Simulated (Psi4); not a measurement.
Geometry relaxation, with input and output: BSiH5F (charge −1) (part 1 of 2)

System: BSiH5F, charge −1, SMILES [BH3-][SiH2]F.
Method: wB97X-D/6-31+G*, RKS (Psi4 1.11).

The geometry comes from this level: GFN2-xTB.

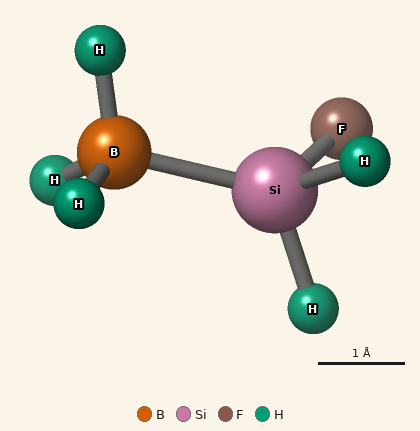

*The input geometry (ball-and-stick view, seen at a tilt).*

Summary

- outcome: converged
- total energy: −417.238114 hartree
- dispersion energy: −0.002359 hartree
- basis functions: 71
- HOMO: −3.92 eV
- LUMO: 5.23 eV
- hardware: 1 thread of AMD EPYC (Zen 5), 16 GiB of memory available, shared host
- wall time: 64 s
- peak memory: 0.93 GiB

The input (run.py)
```python
import numpy as np
from ase.calculators.psi4 import Psi4
from ase.io import read
from ase.optimize import LBFGS

mol = read('bfh5si.xyz')
calc = Psi4(atoms=mol, method='wb97x-d', basis='6-31+G*', memory='1600MB', num_threads=1, charge=-1, multiplicity=1, label='psi4-calc')
mol.calc = calc

opt = LBFGS(mol)
done = opt.run(fmax=0.05, steps=60)
print('converged:', done)
for s, p in zip(mol.symbols, mol.positions):
    print(f'{s:2s} {p[0]:12.6f} {p[1]:12.6f} {p[2]:12.6f}')
```

File bfh5si.xyz
```
8
BFH5Si
B     -0.740770     0.722610    -0.406720
Si     0.517920    -0.591180     0.319790
F      2.138100    -0.167390     0.389040
H     -1.878770     0.258760    -0.374290
H     -0.486140     1.000820    -1.571800
H     -0.743710     1.760960     0.242560
H      0.441300    -1.066560     1.738920
H      0.752070    -1.918020    -0.337500
```

Launched with:
```bash
python run.py
```

Output
```
gradient() will perform analytic gradient computation.

   => Loading Basis Set <=

    Name: 6-31+G*
    Role: ORBITAL
    Keyword: BASIS

   => WB97X-D: Empirical Dispersion <=

    Chai and Head-Gordon Dispersion Correction

        s6 =       1.000000

         ---------------------------------------------------------
                                   SCF
                              RKS Reference
                        1 Threads,   1525 MiB Core
         ---------------------------------------------------------

  ==> Geometry <==

    Molecular point group: c1
    Full point group: C1

    Geometry (in Angstrom), charge = -1, multiplicity = 1:

       Center              X                  Y                   Z               Mass
    ------------   -----------------  -----------------  -----------------  -----------------
         B           -1.480327641476     0.898713022452    -0.590118223082    11.009305360000
         SI          -0.183086222756    -0.423155437310     0.146250997968    27.976926534650
         F            1.429285448717     0.061142325776     0.188613176354    18.998403162730
         H           -2.586436655852     0.348344342427    -0.517311066014     1.007825032230
         H           -1.194934936721     1.139827590419    -1.763482931545     1.007825032230
         H           -1.459628078792     1.918380842120     0.099964533312     1.007825032230
         H           -0.385045522987    -0.874158298404     1.580267962179     1.007825032230
         H           -0.064002348184    -1.755696233577    -0.568501418425     1.007825032230

  Running in c1 symmetry.

  Rotational constants: A =      0.66986  B =      0.19069  C =      0.16233 [cm^-1]
  Rotational constants: A =  20081.79433  B =   5716.60543  C =   4866.43432 [MHz]
  Nuclear repulsion =  101.853659687662045

  Charge       = -1
  Multiplicity = 1
  Electrons    = 34
  Nalpha       = 17
  Nbeta        = 17

  ==> Algorithm <==

  SCF Algorithm Type is DF.
  DIIS enabled.
  MOM disabled.
  Fractional occupation disabled.
  Guess Type is SAD.
  Energy threshold   = 1.00e-08
  Density threshold  = 1.00e-08
  Integral threshold = 1.00e-12

  ==> Primary Basis <==

  Basis Set: 6-31+G*
    Blend: 6-31+G*
    Number of shells: 36
    Number of basis functions: 71
    Number of Cartesian functions: 71
    Spherical Harmonics?: false
    Max angular momentum: 2

  ==> DFT Potential <==

   => LibXC <=

    Version 7.1.2

   => Composite Functional: WB97X-D <=

    wB97X-D Hyb-GGA Exchange-Correlation Functional

    Deriv               =              1
    GGA                 =           TRUE
    Meta                =          FALSE

    Exchange Hybrid     =           TRUE
    MP2 Hybrid          =          FALSE

   => Exchange-Correlation Functionals <=

    1.0000   wB97X-D range-separated functional

   => Exact (HF) Exchange <=

    0.7780            HF,LR [omega = 0.2000]
    0.2220               HF

   => LibXC Density Thresholds  <==

    XC_HYB_GGA_XC_WB97X_D:  1.00E-14

   => Molecular Quadrature <=

    Radial Scheme          =       TREUTLER
    Pruning Scheme         =           NONE
    Nuclear Scheme         =       TREUTLER

    Blocking Scheme        =         OCTREE
    BS radius alpha        =              1
    Pruning alpha          =              1
    Radial Points          =             75
    Spherical Points       =            302
    Total Points           =         174954
    Total Blocks           =           1357
    Max Points             =            256
    Max Functions          =             71
    Weights Tolerance      =       1.00E-15

   => Loading Basis Set <=

    Name: (6-31+G* AUX)
    Role: JKFIT
    Keyword: DF_BASIS_SCF

  ==> Integral Setup <==

  DFHelper Memory: AOs need 0.056 GiB; user supplied 0.805 GiB.
  SCF_SUBTYPE=INCORE selected. In-core MEM_DF algorithm will be used.
  Using in-core AOs.

  ==> MemDFJK: Density-Fitted J/K Matrices <==

    J tasked:                   Yes
    K tasked:                   Yes
    wK tasked:                  Yes
    Omega:                2.000E-01
    Memory [MiB]:               824
    Algorithm:                 Core
    Schwarz Cutoff:           1E-12
    Mask sparsity (%):       0.2777
    Fitting Condition:        1E-10

   => Auxiliary Basis Set <=

  Basis Set: (6-31+G* AUX)
    Blend: HEAVY-AUG-CC-PVDZ-JKFIT
    Number of shells: 141
    Number of basis functions: 477
    Number of Cartesian functions: 477
    Spherical Harmonics?: false
    Max angular momentum: 3

  Cached 100.0% of DFT collocation blocks in 0.313 [GiB].

  Minimum eigenvalue in the overlap matrix is 6.7478564632E-04.
  Reciprocal condition number of the overlap matrix is 8.7136910389E-05.
    Using symmetric orthogonalization.

  ==> Pre-Iterations <==

  SCF Guess: Superposition of Atomic Densities via on-the-fly atomic UHF (no occupation information).

   -------------------------
    Irrep   Nso     Nmo
   -------------------------
     A         71      71
   -------------------------
    Total      71      71
   -------------------------

  ==> Iterations <==

                           Total Energy        Delta E     RMS |[F,P]|

   @DF-RKS iter SAD:  -416.21432457866558   -4.16214e+02   0.00000e+00
   @DF-RKS iter   1:  -417.03922771854894   -8.24903e-01   8.33849e-03 ADIIS/DIIS
   @DF-RKS iter   2:  -417.12260696148502   -8.33792e-02   7.53828e-03 ADIIS/DIIS
   @DF-RKS iter   3:  -417.23407081907601   -1.11464e-01   1.41508e-03 ADIIS/DIIS
   @DF-RKS iter   4:  -417.23792223001197   -3.85141e-03   2.19123e-04 ADIIS/DIIS
   @DF-RKS iter   5:  -417.23810143666884   -1.79207e-04   3.44140e-05 DIIS
   @DF-RKS iter   6:  -417.23811282260112   -1.13859e-05   9.71963e-06 DIIS
   @DF-RKS iter   7:  -417.23811371422892   -8.91628e-07   2.84015e-06 DIIS
   @DF-RKS iter   8:  -417.23811379145741   -7.72285e-08   5.27649e-07 DIIS
   @DF-RKS iter   9:  -417.23811379517133   -3.71392e-09   1.32598e-07 DIIS
   @DF-RKS iter  10:  -417.23811379539438   -2.23054e-10   2.55420e-08 DIIS
   @DF-RKS iter  11:  -417.23811379540251   -8.12861e-12   5.22613e-09 DIIS
  Energy and wave function converged.

  ==> Post-Iterations <==

   Electrons on quadrature grid:
      Ntotal   =   33.9999982671 ; deviation = -1.733e-06

    Orbital Energies [Eh]
    ---------------------

    Doubly Occupied:

       1A    -66.115389     2A    -24.627616     3A     -6.597760
       4A     -5.224416     5A     -3.572016     6A     -3.568894
       7A     -3.565459     8A     -1.080116     9A     -0.462750
      10A     -0.386587    11A     -0.340156    12A     -0.334931
      13A     -0.307700    14A     -0.232524    15A     -0.194326
      16A     -0.186265    17A     -0.144062

    Virtual:

      18A      0.192169    19A      0.209306    20A      0.214245
      21A      0.221866    22A      0.236731    23A      0.242431
      24A      0.245561    25A      0.283546    26A      0.301909
      27A      0.335078    28A      0.381704    29A      0.407516
      30A      0.426506    31A      0.440112    32A      0.495535
      33A      0.510955    34A      0.513462    35A      0.538665
      36A      0.594683    37A      0.598498    38A      0.645348
      39A      0.662181    40A      0.721010    41A      0.793761
      42A      0.806409    43A      0.819526    44A      0.916503
      45A      0.928443    46A      0.944361    47A      1.053929
      48A      1.150252    49A      1.209067    50A      1.215124
      51A      1.248135    52A      1.342754    53A      1.393939
      54A      1.416460    55A      1.657291    56A      1.678311
      57A      1.811404    58A      1.849913    59A      1.873724
      60A      2.103890    61A      2.111541    62A      2.116233
      63A      2.128914    64A      2.134334    65A      2.254271
      66A      2.271241    67A      2.326139    68A      2.960127
      69A      3.286412    70A      3.850282    71A      5.629108

    Final Occupation by Irrep:
              A
    DOCC [    17 ]
    NA   [    17 ]
    NB   [    17 ]

  @DF-RKS Final Energy:  -417.23811379540251

   => Energetics <=

    Nuclear Repulsion Energy =            101.8536596876620450
    One-Electron Energy =                -786.1700027362991250
    Two-Electron Energy =                 293.6276970873583991
    DFT Exchange-Correlation Energy =     -26.5471084681115741
    Empirical Dispersion Energy =          -0.0023593660122515
    VV10 Nonlocal Energy =                  0.0000000000000000
    Total Energy =                       -417.2381137954025121

Computation Completed

Properties will be evaluated at   0.000000,   0.000000,   0.000000 [a0]

Properties computed using the SCF density matrix

 Multipole Moments:

 ------------------------------------------------------------------------------------
     Multipole            Electronic (a.u.)      Nuclear  (a.u.)        Total (a.u.)
 ------------------------------------------------------------------------------------

 L = 1.  Multiply by 2.5417464519 to convert [e a0] to [Debye]
 Dipole X            :          6.5125492           -5.2748376            1.2377116
 Dipole Y            :         -0.6764978           -0.1958358           -0.8723336
 Dipole Z            :          1.2511912           -0.7079320            0.5432592
 Magnitude           :                                                    1.6087344

 ------------------------------------------------------------------------------------

	total time  =          3 seconds =       0.05 minutes

         ------------------------------------------------------------
                                   SCF GRAD
         ------------------------------------------------------------

  ==> Geometry <==

    Molecular point group: c1
    Full point group: C1

    Geometry (in Angstrom), charge = -1, multiplicity = 1:

       Center              X                  Y                   Z               Mass
    ------------   -----------------  -----------------  -----------------  -----------------
         B           -1.480327641476     0.898713022452    -0.590118223082    11.009305360000
         SI          -0.183086222756    -0.423155437310     0.146250997968    27.976926534650
         F            1.429285448717     0.061142325776     0.188613176354    18.998403162730
         H           -2.586436655852     0.348344342427    -0.517311066014     1.007825032230
         H           -1.194934936721     1.139827590419    -1.763482931545     1.007825032230
         H           -1.459628078792     1.918380842120     0.099964533312     1.007825032230
         H           -0.385045522987    -0.874158298404     1.580267962179     1.007825032230
         H           -0.064002348184    -1.755696233577    -0.568501418425     1.007825032230

  Nuclear repulsion =  101.853659687662045

  ==> Basis Set <==

  Basis Set: 6-31+G*
    Blend: 6-31+G*
    Number of shells: 36
    Number of basis functions: 71
    Number of Cartesian functions: 71
    Spherical Harmonics?: false
    Max angular momentum: 2

  ==> DFJKGrad: Density-Fitted SCF Gradients <==

    Gradient:                    1
    J tasked:                  Yes
    K tasked:                  Yes
    wK tasked:                 Yes
    Omega:               2.000E-01
    Integrals threads:           1
    Memory [MiB]:             1144
    Schwarz Cutoff:          1E-12
    Fitting Condition:       1E-10

   => Auxiliary Basis Set <=

  Basis Set: (6-31+G* AUX)
    Blend: HEAVY-AUG-CC-PVDZ-JKFIT
    Number of shells: 141
    Number of basis functions: 477
    Number of Cartesian functions: 477
    Spherical Harmonics?: false
    Max angular momentum: 3

  ==> DFT Potential <==

   => LibXC <=

    Version 7.1.2

   => Composite Functional: WB97X-D <=

    wB97X-D Hyb-GGA Exchange-Correlation Functional

    Deriv               =              1
    GGA                 =           TRUE
    Meta                =          FALSE

    Exchange Hybrid     =           TRUE
    MP2 Hybrid          =          FALSE

   => Exchange-Correlation Functionals <=

    1.0000   wB97X-D range-separated functional

   => Exact (HF) Exchange <=

    0.7780            HF,LR [omega = 0.2000]
    0.2220               HF

   => LibXC Density Thresholds  <==

    XC_HYB_GGA_XC_WB97X_D:  1.00E-14

   => Molecular Quadrature <=

    Radial Scheme          =       TREUTLER
    Pruning Scheme         =           NONE
    Nuclear Scheme         =       TREUTLER

    Blocking Scheme        =         OCTREE
    BS radius alpha        =              1
    Pruning alpha          =              1
    Radial Points          =             75
    Spherical Points       =            302
    Total Points           =         174954
    Total Blocks           =           1357
    Max Points             =            256
    Max Functions          =             71
    Weights Tolerance      =       1.00E-15

  -Total Gradient:
     Atom            X                  Y                   Z
    ------   -----------------  -----------------  -----------------
       1        0.000188760526    -0.000215418178     0.000123115396
       2       -0.000677370146     0.000493836134    -0.000298620915
       3       -0.000724464452     0.000363376941    -0.000237541990
       4       -0.000744973333    -0.000134484441    -0.000033368558
       5        0.000512680203    -0.000149095138    -0.000480935727
       6        0.000388851744     0.000301935593     0.000528166810
       7        0.000127686693    -0.000107353197     0.000038928412
       8        0.000131278642    -0.000085319281     0.000052136469

	total time  =          1 seconds =       0.02 minutes
```

Standard output
```
Step     Time          Energy          fmax
LBFGS:    0 20:08:00   -11353.517685        0.944086
LBFGS:    1 20:08:04   -11353.551108        0.610416
LBFGS:    2 20:08:08   -11353.598645        0.324768
LBFGS:    3 20:08:12   -11353.606803        0.351274
LBFGS:    4 20:08:16   -11353.611236        0.227821
LBFGS:    5 20:08:20   -11353.614267        0.171316
LBFGS:    6 20:08:24   -11353.617511        0.202795
LBFGS:    7 20:08:28   -11353.621079        0.234236
LBFGS:    8 20:08:32   -11353.623881        0.208313
LBFGS:    9 20:08:36   -11353.625053        0.093707
LBFGS:   10 20:08:39   -11353.625607        0.074916
LBFGS:   11 20:08:43   -11353.626231        0.065169
LBFGS:   12 20:08:47   -11353.626770        0.076638
LBFGS:   13 20:08:51   -11353.627091        0.052490
LBFGS:   14 20:08:55   -11353.627251        0.050451
LBFGS:   15 20:08:59   -11353.627379        0.045759
converged: True
B     -0.735557     0.732479    -0.410602
Si     0.561684    -0.589390     0.325767
F      2.174056    -0.105092     0.368129
H     -1.841666     0.182110    -0.337795
H     -0.450165     0.973593    -1.583967
H     -0.714858     1.752147     0.279480
H      0.359725    -1.040392     1.759784
H      0.680768    -1.921930    -0.388986
```
